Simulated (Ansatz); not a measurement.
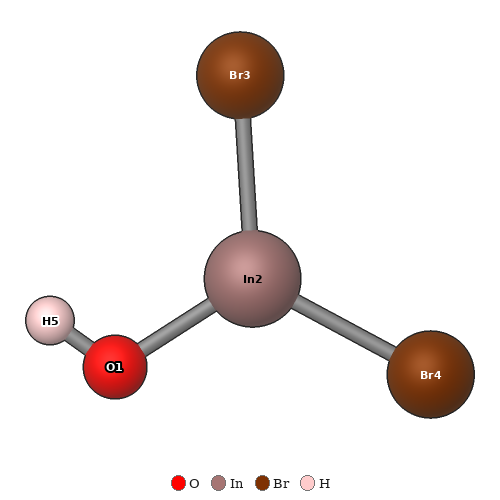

The system is Br₂HInO, SMILES [OH][In]([Br])[Br]; the picture shows the reference structure. Coordinates scanned: (1) bond length O1–In2; (2) bond length In2–Br3. Nothing is relaxed (all other coordinates rigid). The grid has 7 × 7 points. Points are written as (first, second). All energies are given in eV relative to the lowest grid point. All numbers below come from RKS PBE0-D4/def2-TZVP (Ansatz 0.2.0).

Its coordinates:

```tsv
atom	x (Å)	y (Å)	z (Å)
O	-0.2362	1.5580	-0.0408
In	-0.1180	-0.4003	-0.1240
Br	1.7368	-1.5351	1.0010
Br	-1.8205	-1.6342	-1.3432
H	0.4879	1.9379	0.4656
```

Range: bond length O1–In2 from 1.649 to 2.553 Å; bond length In2–Br3 from 2.154 to 3.060 Å.

> What landscape does the calculation give?

The lowest grid point is at (1.951 Å, 2.456 Å). No other kind of well shows on this grid. The highest grid point, (1.649 Å, 3.060 Å), lies 2.86 eV above the lowest. Round the minimum the two coordinates are nearly uncoupled.

| bond length In2–Br3 ↓, bond length O1–In2 → | 1.649 | 1.800 | 1.951 | 2.101 | 2.252 | 2.402 | 2.553 |
| --- | --- | --- | --- | --- | --- | --- | --- |
| 3.060 | 2.86 | 1.43 | 1.08 | 1.26 | 1.67 | 2.16 | 2.66 |
| 2.909 | 2.51 | 1.07 | 0.72 | 0.90 | 1.31 | 1.80 | 2.30 |
| 2.758 | 2.19 | 0.75 | 0.39 | 0.56 | 0.97 | 1.46 | 1.97 |
| 2.607 | 1.95 | 0.49 | 0.12 | 0.29 | 0.70 | 1.19 | 1.69 |
| 2.456 | 1.86 | 0.38 | 0.00 | 0.16 | 0.56 | 1.05 | 1.56 |
| 2.305 | 2.05 | 0.54 | 0.15 | 0.30 | 0.70 | 1.18 | 1.68 |
| 2.154 | 2.75 | 1.21 | 0.80 | 0.93 | 1.32 | 1.80 | 2.30 |

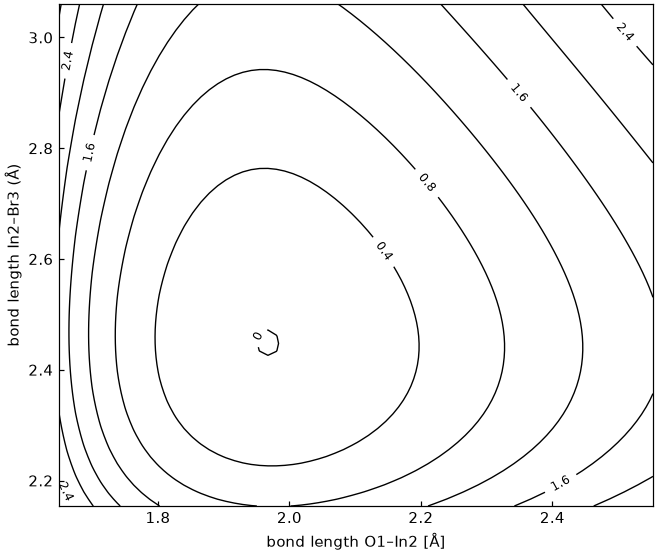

The picture shows contour lines labelled in eV. Between grid points the surface is interpolated.

Each point was launched as `ansatz run input.yaml --threads 1 --pin off --max-ram 2560MiB --backend cpu --events-out ev --progress --plain --runs-dir out`. Time for the 49 points that were run: 7.6 min on 1 thread of Intel(R) Xeon(R) 6975P-C (Granite Rapids) (shared host).
